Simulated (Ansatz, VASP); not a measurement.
# SnGe2: VASP beside Ansatz, part 2 of 2

Wanted: the spread between two codes on one cell, functional and k mesh. The cell is invented: As first built, before any earlier steps moved the atoms (in the runner's words): it takes the CaGe2 structure with some of its atoms replaced by other elements, volume scaled by an estimate. It may not be a known or stable phase. The cell is taken from a series of VASP runs on this material, whose earlier steps may have relaxed, scaled or displaced it; both programs get it as it stands. Valence electrons are named where the data sets of a main pair hold unlike numbers.

VASP 6.6.1 and Ansatz 0.2.0.

So far. Step 3 (VASP: band structure, PBEsol): The run ends at a pressure of -0.05 GPa, with forces up to 0.0035 eV/Å.

## (5) VASP: band structure, PBEsol, spin-orbit coupling

Level of this step: PBEsol, spin-orbit coupling; plane waves and PAW (Sn_d, Ge_d); invented cell (VASP).

With cell and atoms fixed, the geometry can't cause a difference; cores, projectors, grids and the points listed under the comparison can.

Contents of INCAR:

```
SYSTEM = SnGe2
PREC = Accurate
ENCUT = 410
EDIFF = 1E-06
NELM = 100
ISMEAR = 0
SIGMA = 0.05
LREAL = .FALSE.
ALGO = Normal
GGA = PS
LNONCOLLINEAR = .TRUE.
MAGMOM = 0 0 0 0 0 0 0 0 0
NBANDS = 54
GGA_COMPAT = .FALSE.
LASPH = .TRUE.
LSORBIT = .TRUE.
LORBIT = 11
LWAVE = .FALSE.
LCHARG = .FALSE.
```

Contents of POSCAR:

```
SnGe2
1.0
    1.9160258615      1.1062180455      5.3377825448
   -1.9160258615      1.1062180455      5.3377825448
    0.0000000000     -2.2124360910      5.3377825448
Sn Ge
1 2
Direct
    0.5000000000      0.5000000000      0.5000000000
    0.2931286435      0.2931286435      0.2931286435
    0.7068713565      0.7068713565      0.7068713565
```

Contents of KPOINTS:

```
Automatic mesh
0
Gamma
7 7 7
0 0 0
```

Contents of KPOINTS_OPT:

```
Line mode
16
Line-mode
Reciprocal
  0.00000000   0.00000000   0.00000000 GAMMA
  0.50000000   0.00000000   0.00000000 L

  0.50000000   0.00000000   0.00000000 L
  0.50000000   0.19529977  -0.19529977 B1

  0.80470023   0.50000000   0.19529977 B
  0.50000000   0.50000000   0.50000000 Z

  0.50000000   0.50000000   0.50000000 Z
  0.00000000   0.00000000   0.00000000 GAMMA

  0.00000000   0.00000000   0.00000000 GAMMA
  0.34764989   0.00000000  -0.34764989 X

  0.65235011   0.34764989   0.00000000 Q
  0.50000000   0.50000000   0.00000000 F

  0.50000000   0.50000000   0.00000000 F
  0.65235011   0.65235011   0.19529977 P1

  0.65235011   0.65235011   0.19529977 P1
  0.50000000   0.50000000   0.50000000 Z

  0.50000000   0.00000000   0.00000000 L
  0.80470023   0.34764989   0.34764989 P
```

Potentials, in the order of the species: Sn_d and Ge_d (PBE family, release 64).

Command:

```
$ mpirun -np 1 vasp_ncl
```

Numbers of over 12 decimals in the logs are rounded to 6 here.

Output:

```text
[banner, memory and clock lines left out]
running    1 mpi-ranks, on    1 nodes
[...]
[... a notice as in an earlier step ...]

 LDA part: xc-table for (Slater+PW92), standard interpolation
 POSCAR, INCAR and KPOINTS ok, starting setup
[...]
entering main loop
       N       E                     dE             d eps       ncg     rms          rms(c)
DAV:   1     0.426861912523E+03    0.42686E+03   -0.17426E+04  5690   0.342E+03
DAV:   2     0.791807332876E+02   -0.34768E+03   -0.33489E+03  4752   0.865E+02
DAV:   3    -0.697419556621E+01   -0.86155E+02   -0.84442E+02  5012   0.244E+02
DAV:   4    -0.137486933328E+02   -0.67745E+01   -0.67128E+01  5602   0.795E+01
[...]
DAV:  10    -0.137301624597E+02    0.26133E-04   -0.19724E-04  5736   0.194E-01    0.370E-02
DAV:  11    -0.137301642006E+02   -0.17409E-05   -0.40193E-05  5192   0.742E-02    0.804E-03
DAV:  12    -0.137301639019E+02    0.29869E-06   -0.86630E-06  5944   0.379E-02
   1 F= -.13730164E+02 E0= -.13729255E+02  d E =-.181741E-02  mag=     0.0000     0.0000    -0.0000
 Start KPOINTS_OPT (optional k-point list driver)
k-point batch [1-44\144]
       N       E                     dE             ncg
DAV:   1    -0.204712426351E+04   -0.41450E+05     5664
DAV:   2    -0.173953220651E+05   -0.15348E+05     4752
DAV:   3    -0.211292665306E+05   -0.37339E+04     5008
DAV:   4    -0.214224591191E+05   -0.29319E+03     5520
[...]
DAV:   8    -0.214305630131E+05   -0.88227E-04     6474
DAV:   9    -0.214305630155E+05   -0.23413E-05     3570
DAV:  10    -0.214305630159E+05   -0.45262E-06     3020
[...]
k-point batch [133-144\144]
       N       E                     dE             ncg
DAV:   1     0.304288398065E+05   -0.14802E+05     1540
DAV:   2     0.262034073993E+05   -0.42254E+04     1296
DAV:   3     0.251725404092E+05   -0.10309E+04     1386
DAV:   4     0.250916123858E+05   -0.80928E+02     1460
DAV:   5     0.250895647518E+05   -0.20476E+01     1430
DAV:   6     0.250894952670E+05   -0.69485E-01     1738
DAV:   7     0.250894927205E+05   -0.25465E-02     1806
DAV:   8     0.250894926928E+05   -0.27680E-04     1778
DAV:   9     0.250894926922E+05   -0.64474E-06      906
```

Parts of OUTCAR (step 5):

```text
  Total       -0.3335853     -0.3335853      0.3352699      0.0000000      0.0000000      0.0000000
  in kB       -7.8734169     -7.8734168      7.9131781      0.0000000      0.0000000      0.0000000
  external PRESSURE =      -2.6112185 kB  Pullay stress =       0.0000000 kB

 POSITION                                       TOTAL-FORCE (eV/Angst)
 -----------------------------------------------------------------------------------
      0.00000      0.00000      8.00667        -0.000000      0.000000     -0.000000
      0.00000      0.00000      4.69397         0.000000     -0.000000     -0.121035
      0.00000      0.00000     11.31938         0.000000      0.000000      0.121035
 -----------------------------------------------------------------------------------
    total drift:                                0.000000      0.000000     -0.000000

  FREE ENERGIE OF THE ION-ELECTRON SYSTEM (eV)
  ---------------------------------------------------
  free  energy   TOTEN  =       -13.7301639019 eV

  energy  without entropy=      -13.7283464933  energy(sigma->0) =      -13.72925520

 magnetization (x)
# of ion       s       p       d       tot
------------------------------------------
    1       -0.000   0.000   0.000  -0.000
    2        0.000   0.000   0.000   0.000
    3        0.000  -0.000   0.000  -0.000
--------------------------------------------------
tot         -0.000   0.000   0.000   0.000

 magnetization (y)
# of ion       s       p       d       tot
------------------------------------------
    1        0.000   0.000   0.000   0.000
    2        0.000   0.000   0.000   0.000
    3        0.000   0.000   0.000   0.000
--------------------------------------------------
tot          0.000   0.000   0.000   0.000

 magnetization (z)
# of ion       s       p       d       tot
------------------------------------------
    1        0.000   0.000   0.000   0.000
    2        0.000   0.000   0.000   0.000
    3        0.000   0.000   0.000   0.000
--------------------------------------------------
tot          0.000   0.000   0.000   0.000

[... 1 part as in an earlier step ...]

[... 2 further parts left out ...]
[key lines of the parts left out:]
E-fermi :   6.5153
```

The run ends at a pressure of -0.26 GPa, with forces up to 0.12 eV/Å.

## (6) Ansatz: band structure, PBEsol, spin-orbit coupling

The same cell, functional, mesh and smearing now go to Ansatz, which takes its cutoff from its data sets.

The cell is taken from a series of VASP runs on this material, whose earlier steps may have relaxed, scaled or displaced it; both programs get it as it stands.

Contents of input.yaml:

```yaml
crystal:
  lattice:
    - [1.9160258615, 1.1062180455, 5.3377825448]
    - [-1.9160258615, 1.1062180455, 5.3377825448]
    - [0.0, -2.212436091, 5.3377825448]
  atoms:
    - { symbol: Sn, position: [0.5, 0.5, 0.5] }
    - { symbol: Ge, position: [0.2931286435, 0.2931286435, 0.2931286435] }
    - { symbol: Ge, position: [0.7068713565, 0.7068713565, 0.7068713565] }
hamiltonian:
  xc: pbesol
  pseudopotentials: { kind: paw_fr }
magnetization:
  noncollinear: true
  spin_orbit: true
kpoints:
  mp_grid: { grid: [7, 7, 7] }
  band_path:
    path:
      - [0.0, 0.0, 0.0]
      - [0.13333, 0.0, 0.0]
      - [0.3, 0.0, 0.0]
      - [0.46667, 0.0, 0.0]
      - [0.5, 0.03906, -0.03906]
      - [0.5, 0.10416, -0.10416]
      - [0.5, 0.16926, -0.16926]
      - [0.76407, 0.5, 0.23593]
      - [0.66251, 0.5, 0.33749]
      - [0.56094, 0.5, 0.43906]
      - [0.46667, 0.46667, 0.46667]
      - [0.3, 0.3, 0.3]
      - [0.13333, 0.13333, 0.13333]
      - [0.0, 0.0, 0.0]
      - [0.11588, 0.0, -0.11588]
      - [0.20859, 0.0, -0.20859]
      - [0.32447, 0.0, -0.32447]
      - [0.62188, 0.37812, 0.0]
      - [0.5711, 0.4289, 0.0]
      - [0.52031, 0.47969, 0.0]
      - [0.52031, 0.52031, 0.02604]
      - [0.5711, 0.5711, 0.09114]
      - [0.62188, 0.62188, 0.15624]
      - [0.64219, 0.64219, 0.21561]
      - [0.59141, 0.59141, 0.31718]
      - [0.54063, 0.54063, 0.41875]
      - [0.5, 0.0, 0.0]
      - [0.60157, 0.11588, 0.11588]
      - [0.70313, 0.23177, 0.23177]
      - [0.8047, 0.34765, 0.34765]
    npoints: 1
scf:
  occupations: { method: gaussian, width: 0.05 }
  n_extra_bands: 14
output:
  forces: true
  stress: true
  eigenvalues: true
```

Command:

```
$ ansatz run input.yaml --threads 2 --pin off --max-ram 4608MiB --backend cpu --events-out ev --progress --plain --runs-dir out
```

Output:

```text
[...]
non-collinear run that drives no moment, with spin-orbit: no starting moment large enough to seed its density (crystal.atoms[].spin), no starting occupations that ask for one, no magnetisation constraint and no magnetic field, so the semilocal B_xc is pinned to zero
Crystal: 3 atoms, lattice volume = 67.882 Å³
[...]
k-point 1: bands = [... 38 lower, 9.8415, 9.8415, 10.5888, 10.5888, 12.2064, 12.2064, 12.3498, 12.3498, ... 10 higher]
  k-point 2: bands = [... 38 lower, 8.4629, 8.4629, 9.1026, 9.1026, 11.2759, 11.2759, 11.4264, 11.4264, ... 10 higher]
  k-point 43: bands = [... 38 lower, 9.7312, 9.7312, 10.3767, 10.3767, 12.0370, 12.0370, 13.0912, 13.0912, ... 10 higher]
[key lines of the parts left out:]
SCF converged after 9 iterations
Magnetization: |M| = 0.0000 μB,  M = (+0.0000, +0.0000, +0.0000) μB
Free energy (F): -14458.590978 eV
Fermi energy:    10.016469 eV
P = ⅓ Tr σ = 0.0122 GPa (0.122 kbar)
```

Elapsed: 26 s, on 2 threads of Arm Neoverse V1, shared host; peak memory 0.68 GiB.

## (7) Comparison

What differs besides the data sets and the points named for the pairs above, as far as they apply: spin-orbit coupling enters by fully relativistic files in Ansatz and inside the spheres in VASP. Total energies have different zeros and are not compared.

Both answers:

| quantity | Ansatz | VASP | difference |
| --- | --- | --- | --- |
| pressure (GPa) | 0.01 | -0.26 | +0.27 |

Forces (eV/Å; atoms numbered as in POSCAR):

| atom | Ansatz x, y, z | VASP x, y, z |
| --- | --- | --- |
| Sn1 | 0.000, 0.000, 0.000 | 0.000, 0.000, 0.000 |
| Ge2 | 0.000, 0.000, -0.127 | 0.000, 0.000, -0.121 |
| Ge3 | 0.000, 0.000, 0.127 | 0.000, 0.000, 0.121 |

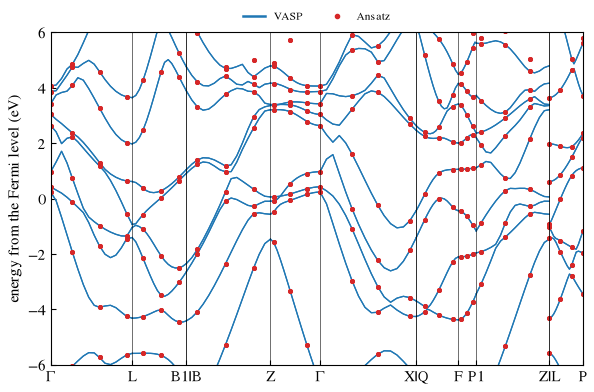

Bands from VASP (lines) and levels from Ansatz (dots). Dots without a line are higher empty bands that the VASP plot leaves out.

The forces differ by 2.9 meV/Å r.m.s., which is 5.0 % of the r.m.s. force of 0.057 eV/Å (both taken over all components). Levels from 3 eV below to 2 eV above the Fermi level differ by 2 meV r.m.s. and 5 meV at most; each VASP level is matched to the nearest of Ansatz, which flatters the figure a little.

## (8) Outcome

```
r.m.s. difference of levels near the Fermi level (band structure, PBEsol)                      : 2.1 meV
r.m.s. difference of levels near the Fermi level (band structure, PBEsol, spin-orbit coupling) : 2.1 meV
```

In words: The r.m.s. difference of levels near the Fermi level is 2.1 meV (band structure, PBEsol, spin-orbit coupling), within the 80 meV picked in this series as the mark of a large difference. Such differences can come from data sets, numerical settings and the points named under the comparisons, not from the functional's error against experiment.

[Lines on the potential files, build, host, timing and source positions are cut from VASP's logs without a mark.]

[Logs are printed without paths, hosts, clocks, repeated set-up lines and the standing remarks that a program may print on its own settings, such as how far it seeks lower states.]

[Hosts, paths, dates, database ids (printed as entryN), source tags and the programs' standing remarks are cut or masked in the printed files.]
